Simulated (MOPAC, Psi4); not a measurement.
Intermolecular potential of HBr ··· Br2 (SMILES Br and BrBr). Monomers: optimised at B3LYP-D3(BJ) (def2-TZVP), held rigid. Orientation: lowest of the rigid-body minima from ten starts at GFN2-xTB (searched outside a hard wall at short contacts). The monomers approach along the line of their centres of mass (distance R); nothing else relaxes. The shortest distances reach bonding range, where SAPT0 and rigid monomers are unreliable.

Geometry at R = 4.33 Å (first 2 atoms: monomer A):
```
4

Br     0.7124     0.0000     0.0000
H     -0.7124     0.0000     0.0000
Br     0.0310    -1.1016     2.8948
Br    -0.4259    -1.9083     5.0168
```

Computed with: PBE-D3(BJ)/def2-TZVP, counterpoise-corrected (Psi4); PM7, restricted, heats of formation (MOPAC); PBE/def2-TZVP, counterpoise-corrected (Psi4); revPBE-D3(BJ)/def2-TZVP, counterpoise-corrected (Psi4); revPBE/def2-TZVP, counterpoise-corrected (Psi4).

Interaction energies in kcal/mol (negative: bound); R is the distance of the centres of mass, d the Br1···Br3 distance.

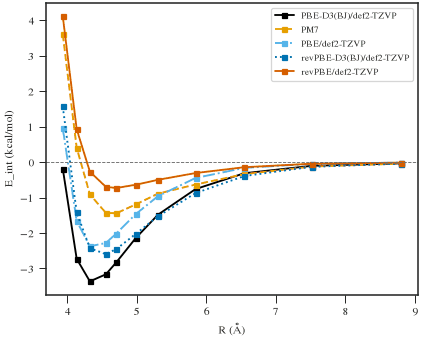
Interaction energy against separation.

| R / Å | d / Å | PBE-D3(BJ)/def2-TZVP | PM7 | PBE/def2-TZVP | revPBE-D3(BJ)/def2-TZVP | revPBE/def2-TZVP |
|---|---|---|---|---|---|---|
| 3.94 | 2.78 | -0.19 | 3.60 | 0.96 | 1.57 | 4.11 |
| 4.14 | 2.98 | -2.73 | 0.41 | -1.66 | -1.42 | 0.93 |
| 4.33 | 3.17 | -3.36 | -0.91 | -2.38 | -2.43 | -0.27 |
| 4.56 | 3.40 | -3.16 | -1.43 | -2.28 | -2.60 | -0.70 |
| 4.71 | 3.55 | -2.83 | -1.44 | -2.01 | -2.45 | -0.73 |
| 4.99 | 3.83 | -2.14 | -1.19 | -1.47 | -2.03 | -0.64 |
| 5.31 | 4.15 | -1.48 | -0.89 | -0.96 | -1.53 | -0.50 |
| 5.85 | 4.69 | -0.76 | -0.63 | -0.45 | -0.87 | -0.31 |
| 6.55 | 5.39 | -0.31 | -0.34 | -0.16 | -0.39 | -0.14 |
| 7.52 | 6.36 | -0.10 | -0.13 | -0.05 | -0.13 | -0.05 |
| 8.80 | 7.64 | -0.03 | -0.04 | -0.02 | -0.04 | -0.01 |

Lowest grid point: PBE-D3(BJ)/def2-TZVP -3.36 kcal/mol at R = 4.33 Å; PM7 -1.44 kcal/mol at R = 4.71 Å; PBE/def2-TZVP -2.38 kcal/mol at R = 4.33 Å; revPBE-D3(BJ)/def2-TZVP -2.60 kcal/mol at R = 4.56 Å; revPBE/def2-TZVP -0.73 kcal/mol at R = 4.71 Å.
